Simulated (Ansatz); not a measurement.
```xyz
11

Al   -1.7757   -1.5331   -0.5943
Br    0.0455   -2.3139   -1.9167
H    -2.6076   -0.3381   -1.1949
H    -2.1623   -2.4074    0.6571
H     1.2085   -0.4883   -0.1190
N     0.7242    0.0739    0.5825
C     0.8591    1.5031    0.3271
H     1.0919   -0.1909    1.4955
H     0.2917    2.0708    1.0824
H     0.4234    1.7463   -0.6528
H     1.9014    1.8776    0.3331
```

Not at a stationary point (largest force 1.2 eV/Å).

Computed with UKS B3LYP-D4/def2-SVP in Ansatz 0.2.0.

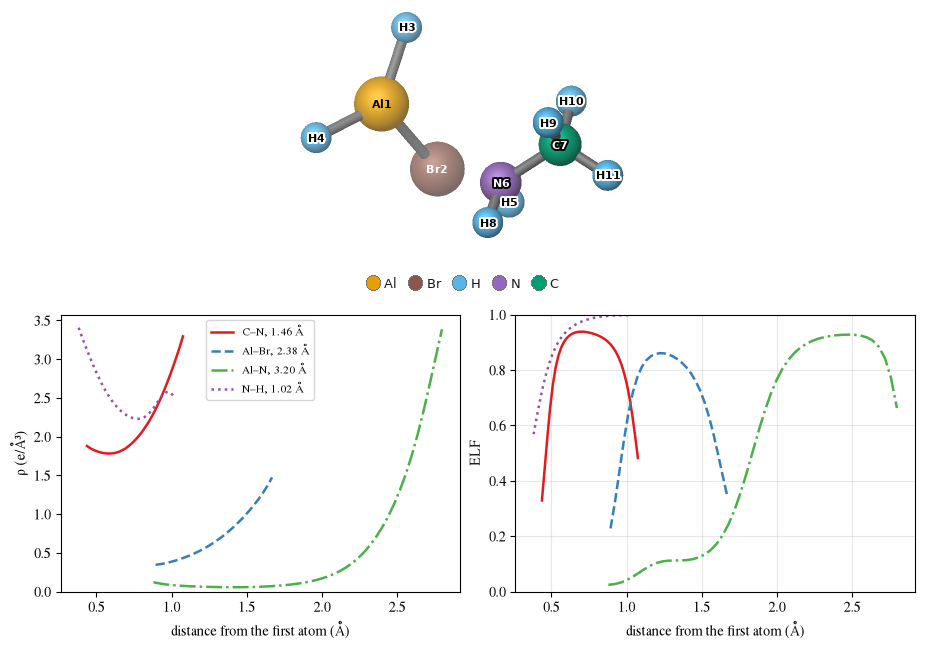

AlBrH₂···CH₅N. Electron density and ELF along straight lines between neighbouring atoms. The curves leave out the atomic cores. The structure is drawn too.

### Compare the contacts.

C–N (1.46 Å): the density is about 1.9 e/Å³ at the midpoint; the ELF peaks at about 0.95 between the atoms (a covalent bond).
Al–Br (2.38 Å): ρ at the midpoint is about 0.53 e/Å³; the ELF peaks at about 0.85 in the valence shell of Br, 1.2 Å from its nucleus, and is about 0.85 at the midpoint.
Al1···N6 (3.20 Å): the density falls to about 0.06 e/Å³ on the way; the ELF is about 0.15 at the midpoint.
N–H (1.02 Å): ρ is about 2.8 e/Å³ halfway; the ELF climbs to about 1 towards the hydrogen, as it does in any bond to H; a covalent bond by its length.
